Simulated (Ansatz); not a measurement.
Input

```
crystal:
  periodic: [false, false, false]
  atoms:
    - {symbol: C, position_ang: [-1.003564, -0.353350, -2.667070]}
    - {symbol: C, position_ang: [-2.114805, -0.030010, -1.680874]}
    - {symbol: B, position_ang: [-1.756749, 0.281600, -0.180466]}
    - {symbol: C, position_ang: [-2.855504, 0.625816, 0.886746]}
    - {symbol: Br, position_ang: [-0.483408, -1.277420, 0.622285]}
    - {symbol: B, position_ang: [0.997844, 0.307967, 0.853416]}
    - {symbol: C, position_ang: [1.131783, 0.637905, 2.381430]}
    - {symbol: C, position_ang: [2.219301, -0.008883, -0.088000]}
    - {symbol: C, position_ang: [3.061895, -1.186549, 0.393794]}
    - {symbol: Br, position_ang: [-0.219463, 1.822823, -0.093587]}
    - {symbol: H, position_ang: [-0.441782, -1.236961, -2.355225]}
    - {symbol: H, position_ang: [-1.401236, -0.549769, -3.665337]}
    - {symbol: H, position_ang: [-0.294793, 0.473864, -2.750541]}
    - {symbol: H, position_ang: [-2.836803, -0.858468, -1.652646]}
    - {symbol: H, position_ang: [-2.690727, 0.833758, -2.041896]}
    - {symbol: H, position_ang: [-3.566366, -0.203546, 0.968974]}
    - {symbol: H, position_ang: [-3.420530, 1.509076, 0.570080]}
    - {symbol: H, position_ang: [-2.457740, 0.823482, 1.883337]}
    - {symbol: H, position_ang: [0.179933, 0.844594, 2.872913]}
    - {symbol: H, position_ang: [1.775917, 1.513922, 2.516077]}
    - {symbol: H, position_ang: [1.603925, -0.198065, 2.907861]}
    - {symbol: H, position_ang: [1.889988, -0.180594, -1.116560]}
    - {symbol: H, position_ang: [2.840176, 0.897270, -0.119526]}
    - {symbol: H, position_ang: [2.471163, -2.106235, 0.434023]}
    - {symbol: H, position_ang: [3.906898, -1.371386, -0.273464]}
    - {symbol: H, position_ang: [3.464636, -1.010853, 1.394240]}
basis:
  gaussian: {orbitals: def2-TZVPP}
hamiltonian: {xc: pbe0, dispersion: d4}
output: {orbitals: {seedname: orbitals}}
```

Run with:

```sh
ansatz run in.yaml --threads 11 --pin off --events-out ev --progress --plain --max-ram 174080MiB --backend cuda --devices 0, --max-vram 75GiB
```

Geometry: PBE0-D4/def2-TZVP.

Level of theory: RKS PBE0-D4/def2-TZVPP in Ansatz 0.2.0.

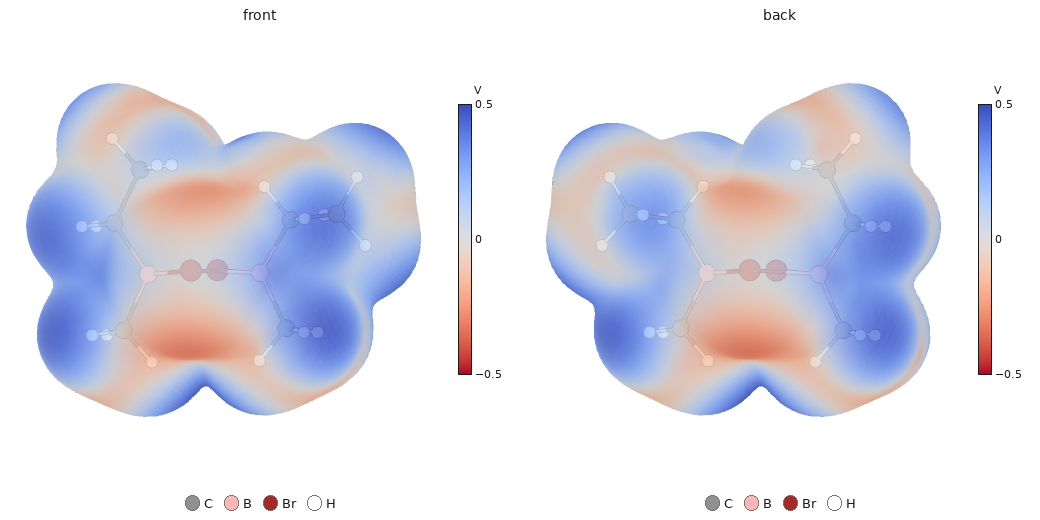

C6H16B2Br2 (SMILES CC[B-]1(C)[Br+][B-](C)(CC)[Br+]1). The molecular electrostatic potential painted on the density surface at 0.001 e/bohr³, seen from the front and from behind; red is negative and blue positive.

**Where is the surface potential most negative and most positive?**

The most negative region (about −0.3 V, or −7 kcal/mol for a unit charge) lies over Br5 and Br10, the most positive (about +0.4 V, or +9 kcal/mol for a unit charge) over the H atoms.
